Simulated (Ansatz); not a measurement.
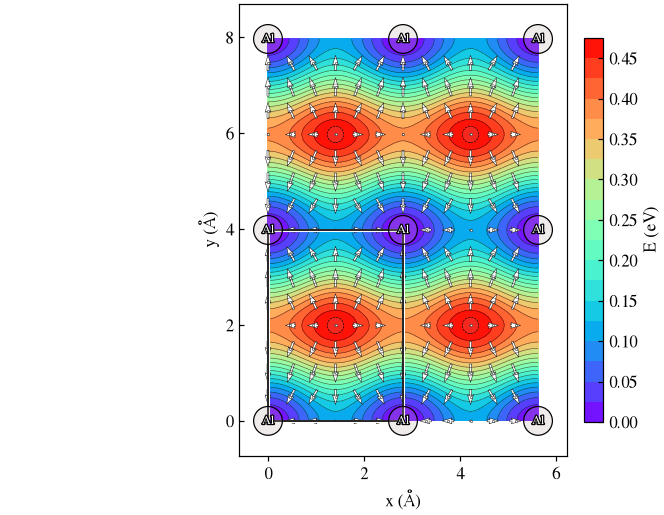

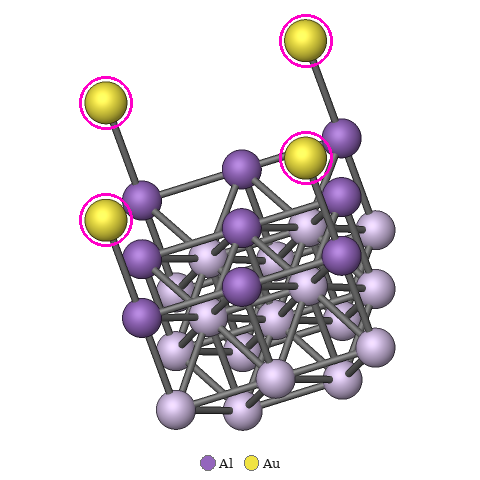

Energy landscape of Au on an Al(110) slab cut from the Fm-3m phase, its upper half relaxed before the scan (16 atoms of substrate and one adsorbate in a 2 × 2 cell). Au is moved over the surface cell at a fixed height above a rigid substrate; the origin of the map has the adsorbate above Al13; the height is held at 3.00 Å. Places are given modulo a cell vector. The map is drawn in real space over the plane of the surface. The scan uses a 6 × 8 grid; 20 points were computed and 28 follow by symmetry. Places are given in fractions of the 1 × 1 surface cell. All energies are given in eV relative to the lowest grid point. The runs have no spin polarisation, so an open-shell adsorbate far from the surface lies too high. At a fixed height the lowest place need not be the adsorption site. Method: DFT PBE+D3(BJ), scalar-relativistic, plane waves, PAW in Ansatz 0.2.0. Settings: cutoff 420 eV, k-mesh 5×4×1, gaussian smearing 0.1 eV, no spin polarisation.

Drawn: filled contours, dots at the grid points, arrows along the force (downhill), their lengths compressed, labelled circles for the atoms of the top layer and small ones for the second layer, the outline of one cell of the 2 × 2 shown. Between grid points the surface is interpolated. The second picture is the structure at the lowest point; rings mark the moved atoms.

**What does the map say about the system?**

The lowest grid point is at the top site over a surface Al atom, (0/6, 0/8) of the cell vectors. No other kind of well shows on this grid. The highest grid point, a fourfold hollow over a second-layer Al atom, (3/6, 4/8) of the cell vectors, lies 0.473 eV above the lowest. On the interpolated surface the easiest way out of the lowest well to its copy in the next cell or period passes a barrier of about 0.12 eV. At the lowest point the adsorbate has 1 Al at 3.00 Å as nearest neighbours, at the highest 4 Al at 3.87 Å.

The values on the grid:

```csv
"second ↓, first →",0/6,1/6,2/6,3/6,4/6,5/6
7/8,0.052,0.080,0.137,0.167,0.137,0.080
6/8,0.183,0.209,0.262,0.291,0.262,0.209
5/8,0.321,0.344,0.393,0.419,0.393,0.344
4/8,0.380,0.402,0.448,0.473,0.448,0.402
3/8,0.321,0.344,0.393,0.419,0.393,0.344
2/8,0.183,0.209,0.262,0.291,0.262,0.209
1/8,0.052,0.080,0.137,0.167,0.137,0.080
0/8,0.000,0.028,0.086,0.117,0.086,0.028
```

Each point was launched as `ansatz run input.yaml --threads 1 --pin off --max-ram 3072MiB --backend cpu --events-out ev --progress --plain --runs-dir out`. Time for the 20 points that were run: 7.7 min on 1 thread of Intel(R) Xeon(R) 6975P-C (Granite Rapids), on a shared host.
